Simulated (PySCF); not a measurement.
# C₃H₇FOSi: electronic excitations and core binding energies

What electronic excitations and core binding energies should C₃H₇FOSi (`FC[C@H]1C[SiH2]O1`) show?

Programs: PySCF 2.14.0, with density-fitted response routines of our own. Each step states its level of theory. These are calculated values for one molecule in the gas phase, unless marked as measured. Atoms are numbered from 0 throughout.

### Step 1. The starting structure

13 atoms, charge 0, multiplicity 1; geometry from: GFN2-xTB.

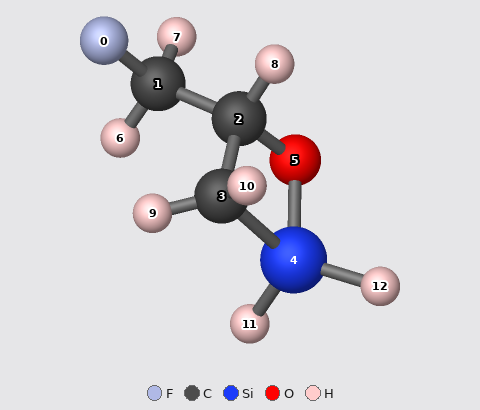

As it starts; fluorine light blue, carbon dark grey, silicon blue, oxygen red, hydrogen pink, atoms numbered.

### Step 2. Excited states and response: wB97X-D/def2-SVPD

Job settings and geometry (Å):

```
{"job": {"kind": "uv", "xc": "wB97X-D", "basis": "def2-SVPD", "nstates": 8, "ntriplets": 3}, "charge": 0, "multiplicity": 1}
F      2.372121     1.044355     0.265423
C      1.645019     0.056202    -0.347323
C      0.419227    -0.291901     0.481051
C     -0.670938     0.785533     0.495544
Si    -1.708840    -0.537234    -0.405411
O     -0.283612    -1.358144    -0.162990
H      1.347130     0.429868    -1.332075
H      2.299094    -0.814317    -0.456956
H      0.730625    -0.619245     1.477171
H     -0.391886     1.681677    -0.049794
H     -0.977875     1.071985     1.496154
H     -1.976512    -0.318435    -1.821387
H     -2.807941    -1.129860     0.342865
```

Level: TDDFT wB97X-D/def2-SVPD, vertical, gas phase, core orbitals frozen in the response.

Run with:

```
> OMP_NUM_THREADS=1 python probes_run.py task.json out
```

One launch serves the whole session: the jobs run in the order shown.

Standard output:

```text
coarse grid: 11400 points
cycle   1  E = -582.4898903242  dE =  8.811e-01  |g| = 8.064e-01  |ddm| = 4.512e+00
cycle   2  E = -582.4446139293  dE =  4.528e-02  |g| = 9.918e-01  |ddm| = 1.929e+00
cycle   3  E = -582.6167949240  dE = -1.722e-01  |g| = 6.724e-02  |ddm| = 1.003e+00
cycle   4  E = -582.6175891608  dE = -7.942e-04  |g| = 3.596e-02  |ddm| = 1.430e-01
cycle   5  E = -582.6178454338  dE = -2.563e-04  |g| = 9.489e-03  |ddm| = 4.946e-02
cycle   6  E = -582.6178614041  dE = -1.597e-05  |g| = 2.580e-03  |ddm| = 1.663e-02
cycle   7  E = -582.6178628937  dE = -1.490e-06  |g| = 5.633e-04  |ddm| = 4.621e-03
final grid: 105968 points
cycle   8  E = -582.7041688351  dE = -1.048e-04  |g| = 7.899e-03  |ddm| = 1.420e-01
cycle   9  E = -582.7041680695  dE =  7.657e-07  |g| = 9.062e-03  |ddm| = 2.105e-02
cycle  10  E = -582.7041814702  dE = -1.340e-05  |g| = 4.756e-04  |ddm| = 7.691e-03
cycle  11  E = -582.7041815344  dE = -6.415e-08  |g| = 3.682e-04  |ddm| = 2.023e-03
cycle  12  E = -582.7041815655  dE = -3.113e-08  |g| = 6.764e-05  |ddm| = 5.596e-04
cycle  13  E = -582.7041815668  dE = -1.250e-09  |g| = 3.704e-05  |ddm| = 1.640e-04
cycle  14  E = -582.7041815671  dE = -3.558e-10  |g| = 6.127e-06  |ddm| = 7.004e-05
converged SCF energy = -582.7041815671

Static polarisability (au): isotropic 62.252, principal 55.657 58.503 72.596

Singlet excitations
state   eV       nm        f      main configurations
  1   6.5874    188.2   0.00111   H->L 0.93
  2   6.9475    178.5   0.05368   H-1->L 0.96
  3   7.5868    163.4   0.01100   H-2->L 0.92
  4   7.8512    157.9   0.01102   H->L+1 0.69, H->L+2 0.20
  5   8.1364    152.4   0.02319   H-1->L+1 0.76, H-1->L+2 0.15
  6   8.4902    146.0   0.01073   H->L+2 0.61, H->L+1 0.17
  7   8.7180    142.2   0.01540   H-4->L 0.27, H-5->L 0.15, H-1->L+2 0.10
  8   8.7484    141.7   0.03751   H-2->L+1 0.42, H-1->L+2 0.20, H-2->L+2 0.14

Triplet excitations (Tamm-Dancoff, eV): 6.3174 6.4094 7.3227
```

It took 28 s on 1 thread of Arm Neoverse V1, shared host; peak memory 0.81 GiB.

Frontier orbitals and where they lie:

```csv
orbital,eV,atoms
HOMO−3,-11.90,"F0 42 %, C1 20 %, H6 13 %"
HOMO−2,-10.88,"O5 37 %, C3 18 %, C2 17 %"
HOMO−1,-10.37,"C3 36 %, Si4 21 %, O5 16 %"
HOMO,-10.02,"O5 47 %, C2 12 %, Si4 10 %"
LUMO,1.32,"Si4 39 %, O5 14 %, H11 12 %"
LUMO+1,2.17,"Si4 42 %, H12 9 %, H11 9 %"
LUMO+2,2.50,"Si4 47 %, H11 12 %, H12 11 %"
```

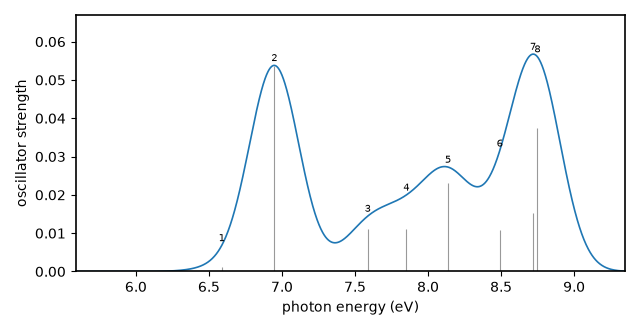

Absorption spectrum from the 8 singlet states computed; above the last one it falls off for lack of states. Lines are broadened to a width of 0.40 eV (Gaussian).

Ground-state properties from the same run:

```
           property  computed
  dipole moment (D)      1.78
polarisability (Å³)      9.22
 HOMO–LUMO gap (eV)     11.33
      −ε(HOMO) (eV)     10.02
```

### Step 3. X-ray photoelectron lines: SCAN, X2C

Settings changed since step 2:

```diff
@@ -1,2 +1,2 @@
-{"job": {"kind": "uv", "xc": "wB97X-D", "basis": "def2-SVPD", "nstates": 8, "ntriplets": 3}, "charge": 0, "multiplicity": 1}
+{"job": {"kind": "xps"}, "charge": 0, "multiplicity": 1}
 F      2.372121     1.044355     0.265423
```

Level: delta-SCF UKS SCAN, pcX-2 on the ionised atom, pcseg-1 elsewhere, spin-free X2C.

Standard output:

```text
ground state, core basis on atom 0 (F), 154 functions
  cycle   1  E = -583.56279845  |g| = 8.51e-01
  cycle   2  E = -583.23033072  |g| = 1.57e+00
  cycle   3  E = -583.69070250  |g| = 1.72e-01
  cycle   4  E = -583.69566161  |g| = 8.55e-02
  cycle   5  E = -583.69703384  |g| = 1.87e-02
  cycle   6  E = -583.69708092  |g| = 8.65e-03
  cycle   7  E = -583.69709633  |g| = 1.40e-03
  cycle   8  E = -583.69709586  |g| = 7.57e-04
  cycle   9  E = -583.69709737  |g| = 6.85e-05
  E(ground) = -583.73685679 Eh
hole in F 1s of atom 0
  cycle   1  E = -557.35640979  |g| = 2.58e+00
  cycle   2  E = -555.96462183  |g| = 2.58e+00
  cycle   3  E = -557.65089882  |g| = 1.12e+00
  cycle   4  E = -558.17648221  |g| = 4.31e-01
  cycle   5  E = -558.22463106  |g| = 2.14e-01
  cycle   6  E = -558.24172271  |g| = 5.01e-02
  cycle   7  E = -558.24271763  |g| = 6.15e-03
  cycle   8  E = -558.24272737  |g| = 4.37e-03
  cycle   9  E = -558.24273736  |g| = 7.14e-04
  cycle  10  E = -558.24273771  |g| = 2.80e-04
  E(ion) = -558.28779800 Eh   <S^2> = 0.7571   hole on atom = 1.000   binding energy = 692.504 eV
ground state, core basis on atom 1 (C), 154 functions
  cycle   1  E = -583.65476228  |g| = 8.40e-02
  cycle   2  E = -583.65358431  |g| = 1.07e-01
  cycle   3  E = -583.65529057  |g| = 2.18e-02
  cycle   4  E = -583.65536278  |g| = 6.38e-03
  cycle   5  E = -583.65537119  |g| = 1.19e-03
  cycle   6  E = -583.65536954  |g| = 3.22e-04
  E(ground) = -583.69283022 Eh
hole in C 1s of atom 1
  cycle   1  E = -572.33861395  |g| = 1.50e+00
  cycle   2  E = -569.25862600  |g| = 2.58e+00
  cycle   3  E = -572.55174014  |g| = 8.85e-01
  cycle   4  E = -572.79876812  |g| = 4.90e-01
  cycle   5  E = -572.88299567  |g| = 1.17e-01
  cycle   6  E = -572.88700409  |g| = 4.57e-02
  cycle   7  E = -572.88784506  |g| = 1.73e-02
  cycle   8  E = -572.88794878  |g| = 7.88e-03
  cycle   9  E = -572.88797600  |g| = 2.64e-03
  cycle  10  E = -572.88797804  |g| = 1.32e-03
  cycle  11  E = -572.88797882  |g| = 3.32e-04
  E(ion) = -572.92546617 Eh   <S^2> = 0.7713   hole on atom = 1.000   binding energy = 292.995 eV
ground state, core basis on atom 2 (C), 154 functions
  cycle   1  E = -583.65613129  |g| = 5.98e-02
  cycle   2  E = -583.65613650  |g| = 2.20e-02
  cycle   3  E = -583.65616304  |g| = 1.95e-02
  cycle   4  E = -583.65624537  |g| = 3.87e-03
  cycle   5  E = -583.65624835  |g| = 1.19e-03
  cycle   6  E = -583.65625016  |g| = 2.25e-04
  E(ground) = -583.69366755 Eh
hole in C 1s of atom 2
  cycle   1  E = -572.34596054  |g| = 1.51e+00
  cycle   2  E = -571.21906889  |g| = 2.18e+00
  cycle   3  E = -572.83381716  |g| = 4.60e-01
  cycle   4  E = -572.87609863  |g| = 3.12e-01
  cycle   5  E = -572.91015063  |g| = 6.59e-02
  cycle   6  E = -572.91174064  |g| = 2.31e-02
  cycle   7  E = -572.91191463  |g| = 1.17e-02
  cycle   8  E = -572.91197972  |g| = 4.00e-03
  cycle   9  E = -572.91199264  |g| = 2.27e-03
  cycle  10  E = -572.91199676  |g| = 9.96e-04
  cycle  11  E = -572.91199824  |g| = 3.39e-04
  E(ion) = -572.94862901 Eh   <S^2> = 0.7778   hole on atom = 1.000   binding energy = 292.387 eV
ground state, core basis on atom 3 (C), 154 functions
  cycle   1  E = -583.65294833  |g| = 5.90e-02
  cycle   2  E = -583.65288000  |g| = 2.71e-02
  cycle   3  E = -583.65290939  |g| = 2.53e-02
  cycle   4  E = -583.65304582  |g| = 4.63e-03
  cycle   5  E = -583.65305140  |g| = 6.35e-04
  cycle   6  E = -583.65305040  |g| = 2.12e-04
  E(ground) = -583.69130678 Eh
hole in C 1s of atom 3
  cycle   1  E = -572.41212232  |g| = 1.51e+00
  cycle   2  E = -571.68066457  |g| = 1.87e+00
  cycle   3  E = -572.93265218  |g| = 3.70e-01
  cycle   4  E = -572.96028454  |g| = 2.66e-01
  cycle   5  E = -572.98587833  |g| = 6.04e-02
  cycle   6  E = -572.98714546  |g| = 1.46e-02
  cycle   7  E = -572.98721922  |g| = 7.36e-03
  cycle   8  E = -572.98724047  |g| = 2.83e-03
  cycle   9  E = -572.98724250  |g| = 9.68e-04
  cycle  10  E = -572.98724262  |g| = 3.38e-04
  E(ion) = -573.02422555 Eh   <S^2> = 0.7680   hole on atom = 1.000   binding energy = 290.266 eV
ground state, core basis on atom 4 (Si), 165 functions
  cycle   1  E = -583.75300707  |g| = 2.88e-01
  cycle   2  E = -583.75308495  |g| = 4.31e-02
  cycle   3  E = -583.75306806  |g| = 3.53e-02
  cycle   4  E = -583.75328369  |g| = 8.51e-03
  cycle   5  E = -583.75329663  |g| = 1.69e-03
  cycle   6  E = -583.75329948  |g| = 3.58e-04
  E(ground) = -583.75009190 Eh
hole in Si 1s of atom 4
  cycle   1  E = -514.80598071  |g| = 4.35e+00
  cycle   2  E = -512.93416244  |g| = 2.64e+00
  cycle   3  E = -510.75165893  |g| = 2.56e+00
  cycle   4  E = -515.70218023  |g| = 5.68e-01
  cycle   5  E = -515.79133026  |g| = 3.98e-01
  cycle   6  E = -515.85072201  |g| = 1.38e-01
  cycle   7  E = -515.85744645  |g| = 4.25e-02
  cycle   8  E = -515.85788579  |g| = 2.74e-02
  cycle   9  E = -515.85818595  |g| = 7.24e-03
  cycle  10  E = -515.85820858  |g| = 2.05e-03
  cycle  11  E = -515.85820975  |g| = 8.60e-04
  cycle  12  E = -515.85821028  |g| = 1.46e-04
  E(ion) = -515.86235831 Eh   <S^2> = 0.7526   hole on atom = 1.000   binding energy = 1847.319 eV
hole in Si 2p of atom 4
  cycle   1  E = -579.46484825  |g| = 1.24e+00
  cycle   2  E = -577.48149117  |g| = 1.84e+00
  cycle   3  E = -579.43066788  |g| = 9.16e-01
  cycle   4  E = -579.75290537  |g| = 2.09e-01
  cycle   5  E = -579.76852672  |g| = 1.97e-01
  cycle   6  E = -579.78212395  |g| = 5.47e-02
  cycle   7  E = -579.78314521  |g| = 1.88e-02
  cycle   8  E = -579.78326592  |g| = 5.75e-03
  cycle   9  E = -579.78328133  |g| = 1.41e-03
  cycle  10  E = -579.78328249  |g| = 5.96e-04
  cycle  11  E = -579.78328177  |g| = 2.27e-04
  E(ion) = -579.79072137 Eh   <S^2> = 0.7521   hole on atom = 1.003   binding energy = 107.740 eV
  2p3/2 = 107.484 eV   2p1/2 = 108.110 eV
ground state, core basis on atom 5 (O), 154 functions
  cycle   1  E = -583.68478878  |g| = 1.01e-01
  cycle   2  E = -583.68406786  |g| = 7.80e-02
  cycle   3  E = -583.68450675  |g| = 6.27e-02
  cycle   4  E = -583.68518270  |g| = 6.96e-03
  cycle   5  E = -583.68519386  |g| = 9.86e-04
  cycle   6  E = -583.68519319  |g| = 2.70e-04
  E(ground) = -583.72017654 Eh
hole in O 1s of atom 5
  cycle   1  E = -563.09174698  |g| = 2.23e+00
  cycle   2  E = -562.46828852  |g| = 2.31e+00
  cycle   3  E = -563.83952179  |g| = 5.00e-01
  cycle   4  E = -563.88337304  |g| = 3.33e-01
  cycle   5  E = -563.92099120  |g| = 7.65e-02
  cycle   6  E = -563.92265906  |g| = 2.40e-02
  cycle   7  E = -563.92292305  |g| = 5.56e-03
  cycle   8  E = -563.92293687  |g| = 1.79e-03
  cycle   9  E = -563.92293735  |g| = 8.42e-04
  cycle  10  E = -563.92293942  |g| = 1.77e-04
  E(ion) = -563.95826183 Eh   <S^2> = 0.7628   hole on atom = 1.000   binding energy = 537.749 eV
```

Run time: 71 s. Hardware: 1 thread of Arm Neoverse V1, shared host; peak memory 0.64 GiB.

Binding energies by hole, beside the orbital energy of the ground state; the difference holds orbital relaxation and, for a density functional, its self-interaction error:

| hole | stands for | environment | ΔSCF (eV; 2p as the shell's mean) | −ε (eV) | ⟨S²⟩ |
| --- | --- | --- | --- | --- | --- |
| F1s on F0 | F0 | fluorine on an sp3 carbon | 692.50 | 666.4 | 0.757 |
| C1s on C1 | C1 | sp3 CH2 bonded to F | 292.99 | 275.6 | 0.771 |
| C1s on C2 | C2 | sp3 CH bonded to O | 292.39 | 275.4 | 0.778 |
| C1s on C3 | C3 | sp3 CH2 bonded to Si | 290.27 | 273.5 | 0.768 |
| Si1s on Si4 | Si4 | silicon bonded to C, O, 2 H, in a 4-membered ring | 1847.32 | 1793.9 | 0.753 |
| Si2p on Si4 | Si4 | silicon bonded to C, O, 2 H, in a 4-membered ring | 107.69 | 96.7 | 0.752 |
| O1s on O5 | O5 | oxygen bonded to C, Si, in a 4-membered ring | 537.75 | 516.4 | 0.763 |

With the spin-orbit splitting: Si4 2p3/2 107.48, 2p1/2 108.11 eV. The table gives each 2p level as the mean over the whole 2p shell (two parts 2p3/2, one part 2p1/2), which differs a little from the single hole in the log.

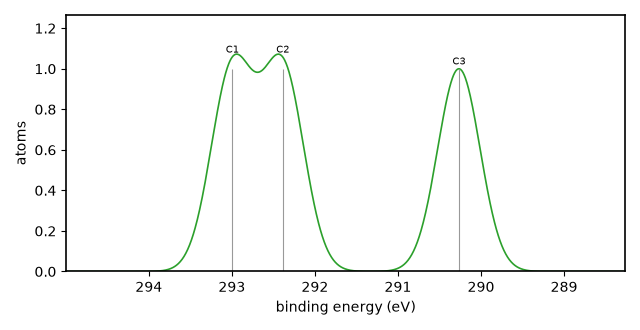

The C1s photoelectron lines, weighted by the number of atoms. Lines are broadened to a width of 0.60 eV (Gaussian).

### Step 4. Summary of results

```
                                quantity                               value
      lowest singlet (wB97X-D/def2-SVPD)         6.59 eV (188 nm), f = 0.001
brightest single state of those computed         state 2, 6.95 eV, f = 0.054
                          lowest triplet                             6.32 eV
        C1s binding energies, SCAN/pcX-2  C1 292.99, C2 292.39, C3 290.27 eV
        F1s binding energies, SCAN/pcX-2                        F0 692.50 eV
       Si1s binding energies, SCAN/pcX-2                      Si4 1847.32 eV
       Si2p binding energies, SCAN/pcX-2                       Si4 107.69 eV
        O1s binding energies, SCAN/pcX-2                        O5 537.75 eV
```

What this shows: The first singlet state (HOMO→LUMO 0.93) lies at 6.59 eV and is weak; of the 8 states computed, the strongest absorption comes from state 2 at 6.95 eV (the last state computed is bright too, and its partners may lie past the list). The lowest triplet lies 0.27 eV below the lowest singlet (triplets in Tamm-Dancoff, singlets in full TDDFT). The C1s levels kept as sound span 2.73 eV, from C3 (sp3 CH2 bonded to Si) up to C1 (sp3 CH2 bonded to F).
